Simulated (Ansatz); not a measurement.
# HClO (triplet): one geometry, many settings at distance Cl1–H2 along a hydrogen transfer = 1.455 Å

Aim: run HClO (triplet) at one geometry under a spread of methods and options, and see what each costs and gives.

Program: Ansatz 0.2.0, Gaussian basis. Level of theory: the settings change from run to run. These are calculated values, not measurements.

10 further runs of the same task are left out: 10 that didn't finish.

### Step 1. The geometry

The geometry derives from fragments relaxed apart (PBE0/def2-TZVP) and kept rigid, so it is no stationary point. A hydrogen atom is moved between rigid fragments.

3 atoms, charge 0, spin multiplicity 3.

Atoms are counted from 1 here; the program's logs count them from 0.

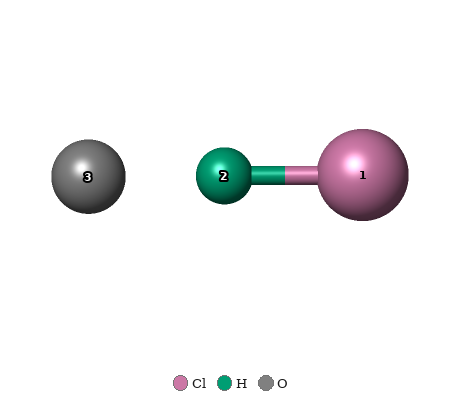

The geometry (chlorine pink, hydrogen teal, oxygen grey); atoms are numbered from 1 in the order of the file.

### Step 2. NEVPT4(SD)(8,5)/6-31G

File in.yaml:

```yaml
crystal:
  periodic: [false, false, false]
  atoms:
    - {symbol: Cl, position_ang: [0.000000, 0.000000, -1.447333]}
    - {symbol: H, position_ang: [0.000000, 0.000000, 0.007667]}
    - {symbol: O, position_ang: [0.000000, 0.000000, 1.439667]}
basis:
  gaussian: {orbitals: 6-31G}
magnetization: {spin_polarized: false, initial_magnetization: 2}
correlation: {method: fic_nevpt4_sd, electrons: outside_noble_gas, active_space: {window: {electrons: 8, orbitals: 5}, states: [{multiplicity: 3, weights: [0.5, 0.5, 1, 0.5]}]}}
```

The run is started by

```sh
> ansatz run in.yaml --threads 1 --pin off --events-out ev --progress --plain --max-ram 2393MiB
```

Log, shortened:

```text
Functional definition: HF
  name "HF"
  cite "Fock, Z. Phys. 61, 126 (1930) doi:10.1007/BF01340294"
  parent pbe
[...]
414 factors; integrals over basis functions are off by at most 6.0e-8 eV
[...]
mean field -14552.37460985 eV, -534.7899029583 hartree, gradient 2.3e-6 eV, S^2 2.000000; 7 other end points of the search recorded, 0 dependent functions left out
reference -14552.37460985 eV, -534.7899029583 hartree; 14, 12 occupied and 10, 12 virtual orbitals, 414 factors
state -14551.86924570 eV, -534.7713311684 hartree
state -14551.79859684 eV, -534.7687348706 hartree
state -14551.77657218 eV, -534.7679254793 hartree
state -14546.20561035 eV, -534.5631964082 hartree
state -14551.86924570 eV, -534.7713311684 hartree; corrected -14555.63489115 eV, -534.9097160861 hartree
state -14551.79859684 eV, -534.7687348706 hartree; corrected -14555.61586493 eV, -534.9090168852 hartree
state -14551.77657218 eV, -534.7679254793 hartree; corrected -14555.61351622 eV, -534.9089305719 hartree
state -14546.20561035 eV, -534.5631964082 hartree; corrected -14554.14573673 eV, -534.8549906706 hartree
state -14551.86735645 eV, -534.7712617394 hartree
state -14551.79941378 eV, -534.7687648926 hartree
state -14551.77529168 eV, -534.7678784216 hartree
state -14546.20726863 eV, -534.5632573486 hartree
state -14551.86735645 eV, -534.7712617394 hartree; corrected -14555.62490551 eV, -534.9093491205 hartree
state -14551.79941378 eV, -534.7687648926 hartree; corrected -14555.56360198 eV, -534.9070962573 hartree
state -14551.77529168 eV, -534.7678784216 hartree; corrected -14555.55494105 eV, -534.9067779740 hartree
state -14546.20726863 eV, -534.5632573486 hartree; corrected -14554.04189730 eV, -534.8511746418 hartree
state -14551.86924570 eV, -534.7713311684 hartree; corrected -14555.63489115 eV, -534.9097160861 hartree
state -14551.79859684 eV, -534.7687348706 hartree; corrected -14555.61586493 eV, -534.9090168852 hartree
state -14551.77657218 eV, -534.7679254793 hartree; corrected -14555.61351622 eV, -534.9089305719 hartree
state -14546.20561035 eV, -534.5631964082 hartree; corrected -14554.14573673 eV, -534.8549906706 hartree
Total energy: -14555.32470505 eV, -534.8983169572 hartree
```

It took 7 s on 1 thread of Intel Xeon Platinum 8175M at 2.50GHz, shared host.

From the report: 17 determinants; active occupations (of the averaged states) 2.00, 1.80, 1.40, 1.40, 1.40.

### Step 3. CCSD on ROHF/def2-SVP

File in.yaml:

```yaml
crystal:
  periodic: [false, false, false]
  atoms:
    - {symbol: Cl, position_ang: [0.000000, 0.000000, -1.447333]}
    - {symbol: H, position_ang: [0.000000, 0.000000, 0.007667]}
    - {symbol: O, position_ang: [0.000000, 0.000000, 1.439667]}
basis:
  gaussian: {orbitals: def2-SVP}
magnetization: {spin_polarized: false, initial_magnetization: 2}
correlation: {method: ccsd, electrons: outside_noble_gas}
accuracy: high
```

Same command.

Log, shortened:

```text
Functional definition: HF
  name "HF"
  cite "Fock, Z. Phys. 61, 126 (1930) doi:10.1007/BF01340294"
  parent pbe
[...]
611 factors; integrals over basis functions are off by at most 4.0e-9 eV
[...]
mean field -14547.83426760 eV, -534.6230484582 hartree, gradient 1.3e-8 eV, S^2 2.000000; 14 other end points of the search recorded, 0 dependent functions left out
[...]
determinant -14547.83426760 eV, -534.6230484582 hartree, with singles and doubles -14555.70519810 eV, -534.9122998188 hartree
determinant -14547.53953806 eV, -534.6122173473 hartree, with singles and doubles -14555.63130159 eV, -534.9095841722 hartree
determinant -14544.86291818 eV, -534.5138533808 hartree, with singles and doubles -14553.41151255 eV, -534.8280084295 hartree
determinant -14544.82789784 eV, -534.5125664071 hartree, with singles and doubles -14553.38885125 eV, -534.8271756421 hartree
determinant -14540.38348683 eV, -534.3492373152 hartree, with singles and doubles -14548.84449912 eV, -534.6601737816 hartree
determinant -14547.83426760 eV, -534.6230484582 hartree, with singles and doubles -14555.70755501 eV, -534.9123864336 hartree
determinant -14547.53953806 eV, -534.6122173473 hartree, with singles and doubles -14555.63418681 eV, -534.9096902020 hartree
6 core orbitals not correlated: weight in the atoms' cores, before any rotation towards them, 1.000 or more for the frozen orbitals, at most 0.000 for the correlated occupied ones
reference -14547.83426760 eV, -534.6230484582 hartree; 8, 6 occupied and 23, 25 virtual orbitals, 611 factors
second order -6.91154401 eV of doubles, -0.11216186 eV of singles
cycle   1  -7.87328939 eV  change   -2.0e-6 eV  update   1.9e-6
[...]
cycle  15  -7.87328914 eV  change    1.2e-9 eV  update   1.5e-9
Total energy: -14555.70755674 eV, -534.9123864974 hartree
```

Run time: 6 s. Hardware: 1 thread of Intel Xeon Platinum 8175M at 2.50GHz, shared host.

From the report: correlation -7.8733 eV; T1 0.016; largest double amplitude 0.06.

### Step 4. NEVPT2(6,4)/cc-pVDZ

Edit in.yaml of step 3 so:

```diff
@@ -7,5 +7,6 @@
 basis:
-  gaussian: {orbitals: def2-SVP}
+  gaussian: {orbitals: cc-pVDZ, point_charges: [{charge: 0.50, position_ang: [2.581, 0.539, -0.133]}]}
 magnetization: {spin_polarized: false, initial_magnetization: 2}
-correlation: {method: ccsd, electrons: outside_noble_gas}
+correlation: {method: sc_nevpt2, electrons: valence, active_space: {window: {electrons: 6, orbitals: 4}, states: [{multiplicity: 3, weights: [1, 1]}]}}
 accuracy: high
+output: {forces: true}
```

The command is unchanged.

Log, shortened:

```text
Functional definition: HF
  name "HF"
  cite "Fock, Z. Phys. 61, 126 (1930) doi:10.1007/BF01340294"
  parent pbe
[...]
678 factors; integrals over basis functions are off by at most 3.8e-9 eV
[...]
mean field -14553.98087774 eV, -534.8489322144 hartree, gradient 8.9e-9 eV, S^2 2.000000; 11 other end points of the search recorded, 0 dependent functions left out
reference -14553.98087774 eV, -534.8489322144 hartree; 14, 12 occupied and 23, 25 virtual orbitals, 678 factors
state -14553.93634385 eV, -534.8472956240 hartree
state -14553.66435589 eV, -534.8373002511 hartree
state -14553.93634385 eV, -534.8472956240 hartree; corrected -14560.87842316 eV, -535.1024123334 hartree
state -14553.66435589 eV, -534.8373002511 hartree; corrected -14560.71054546 eV, -535.0962429415 hartree
WARN: 1 active orbitals are nearly empty or full. The corrections depend on them more than the energy does, and are more stable in an active space without them
[...]
Total energy: -14560.79448431 eV, -535.0993276375 hartree
Atom 0 at     0.000000     0.000000    -1.447333 Å, force     0.316021     0.065996     2.665860 eV/Å
Atom 1 at     0.000000     0.000000     0.007667 Å, force    -0.270757    -0.056543    -3.643565 eV/Å
Atom 2 at     0.000000     0.000000     1.439667 Å, force    -0.043237    -0.009029     1.179736 eV/Å
Dipole moment:    -0.061208    -0.012782     0.534092 e Å
```

It took 3.6 s on 1 thread of Intel Xeon Platinum 8175M at 2.50GHz, shared host.

From the report: 16 determinants; active occupations (of the averaged states) 2.00, 1.50, 1.50, 1.00. The report marks this result as in doubt.

### Step 5. BCCD(T) on UHF/cc-pVDZ

File in.yaml:

```yaml
crystal:
  periodic: [false, false, false]
  atoms:
    - {symbol: Cl, position_ang: [0.000000, 0.000000, -1.447333]}
    - {symbol: H, position_ang: [0.000000, 0.000000, 0.007667]}
    - {symbol: O, position_ang: [0.000000, 0.000000, 1.439667]}
basis:
  gaussian: {orbitals: cc-pVDZ}
magnetization: {spin_polarized: true, initial_magnetization: 2}
correlation: {method: bccd_t, electrons: all, diis_vectors: 1}
```

Launched as before.

Log, shortened:

```text
Functional definition: HF
  name "HF"
  cite "Fock, Z. Phys. 61, 126 (1930) doi:10.1007/BF01340294"
  parent pbe
[...]
365 factors; integrals over basis functions are off by at most 1.4e-3 eV
[...]
mean field -14554.15965808 eV, -534.8555022706 hartree, gradient 8.8e-6 eV, S^2 2.009895; 12 other end points of the search recorded, 0 dependent functions left out
determinant -14554.15965808 eV, -534.8555022706 hartree, with singles and doubles -14562.13121496 eV, -535.1484515826 hartree
determinant -14553.87257992 eV, -534.8449523431 hartree, with singles and doubles -14561.99074424 eV, -535.1432893791 hartree
determinant -14551.06429095 eV, -534.7417496269 hartree, with singles and doubles -14559.59873310 eV, -535.0553845911 hartree
determinant -14551.01946430 eV, -534.7401022779 hartree, with singles and doubles -14559.57856383 eV, -535.0546433839 hartree
determinant -14554.15965808 eV, -534.8555022706 hartree, with singles and doubles -14562.13318425 eV, -535.1485239529 hartree
determinant -14553.87257992 eV, -534.8449523431 hartree, with singles and doubles -14561.99343081 eV, -535.1433881087 hartree
reference -14554.15965808 eV, -534.8555022706 hartree; 14, 12 occupied and 23, 25 virtual orbitals, 365 factors
second order -7.17341725 eV of doubles, -0.00000000 eV of singles
cycle   1  -7.96803332 eV  change    5.5e-3 eV  update   2.4e-3
[...]
cycle   8  -7.96719454 eV  change   -1.7e-6 eV  update   2.4e-5
perturbative correction -0.12764016 eV, -0.0046906894 hartree
Total energy: -14562.25449278 eV, -535.1529819590 hartree
```

Run time: 13 s. Hardware: 1 thread of Intel Xeon Platinum 8175M at 2.50GHz, shared host.

From the report: ⟨S²⟩ of the determinant 2.010 (pure triplet: 2.00); correlation -8.0948 eV; largest double amplitude 0.05.

### Step 6. All runs side by side

 † marks a result that the program doubts.

| level | correlated | functions | energy (eV) | time |
| --- | --- | --- | --- | --- |
| NEVPT4(SD)(8,5)/6-31G (mean of several states) | outside noble gas | 24 | -14555.3247 | 7 s |
| CCSD on ROHF/def2-SVP | outside noble gas | 37 | -14555.7076 | 6 s |
| NEVPT2(6,4)/cc-pVDZ (mean of several states, beside a point charge) † | valence | 37 | -14560.7945 | 3.6 s |
| BCCD(T) on UHF/cc-pVDZ | all | 37 | -14562.2545 | 13 s |

### Step 7. Results

| quantity | value |
| --- | --- |
| runs | 4 |
| quickest | NEVPT2(6,4)/cc-pVDZ (mean of several states, beside a point charge) †, 3.6 s |
| slowest | BCCD(T) on UHF/cc-pVDZ, 13 s |

Total energies in different bases, with other cores or another treatment of relativity can't be set against each other. BCCD(T) on UHF/cc-pVDZ took 3 times as long as NEVPT2(6,4)/cc-pVDZ (mean of several states, beside a point charge) †; the jobs differ in more than the method.
